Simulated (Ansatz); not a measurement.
Abstraction of Cl: C2H4Cl2Si + C2H3O → C2H4ClSi + C2H3ClO

Species: C2H4Cl2Si `C=C[SiH](Cl)Cl`, singlet; C2H3O (acetyl radical) `C[C]=O`, doublet; C2H4ClSi `C=C[SiH]Cl`, doublet; C2H3ClO (acetyl chloride) `CC(=O)Cl`, singlet. A radical takes Cl: the energy is the difference in strength between the Si–Cl bond broken and the C–Cl bond made.

Shapes, held fixed at every level: PBE0-D4/def2-TZVP. Flexible molecules stand in one conformer, not always the lowest. Programs: Ansatz 0.2.0. The zero-point and thermal change to 298 K, harmonic and unscaled (PBE0-D4/def2-TZVP), is +0.9 kJ/mol.

| level | kind | ΔH(298 K) (kJ/mol) | less CCSD(T)/CBS estimate |
| --- | --- | --- | --- |
| HF/def2-SVP | Hartree–Fock | +124.3 | +6.0 |
| SPW92/def2-TZVPP | LDA | +73.3 | -45.0 |
| r2SCAN-D4/def2-TZVPP | meta-GGA | +95.6 | -22.7 |
| PBE0-D4/def2-TZVPP | global hybrid | +98.4 | -19.9 |
| wB97M-V/def2-TZVPP | range-separated hybrid | +118.2 | -0.1 |
| wB97X-V/def2-TZVPP | range-separated hybrid | +117.9 | -0.4 |
| B2PLYP/def2-TZVPP | double hybrid | +111.7 | -6.6 |
| CCSD(T)/CBS estimate | coupled cluster or CI | +118.3 | 0.0 |

The highest level, CCSD(T)/CBS estimate, gives ΔH(298 K) = +118.3 kJ/mol; the levels span +73.3 to +124.3. The column of differences is taken from that level and isn't an error. No measured value is set beside it here. Spin contamination: C2H4ClSi (⟨S²⟩ up to 0.87). Open shells run unrestricted. The CBS estimate extrapolates MP2 from def2-TZVPP and def2-QZVPP and adds CCSD(T) − MP2 in the triple-zeta set, cores frozen.

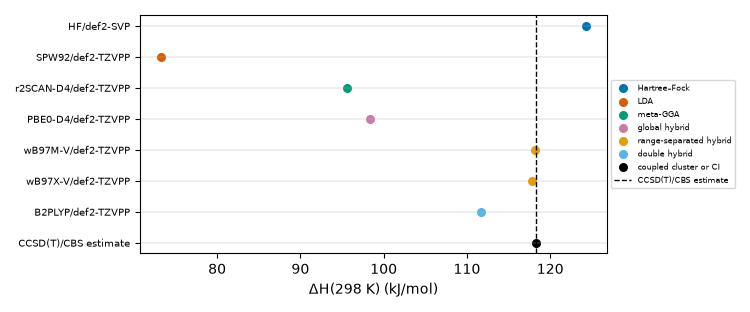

The values of the table, level by level.
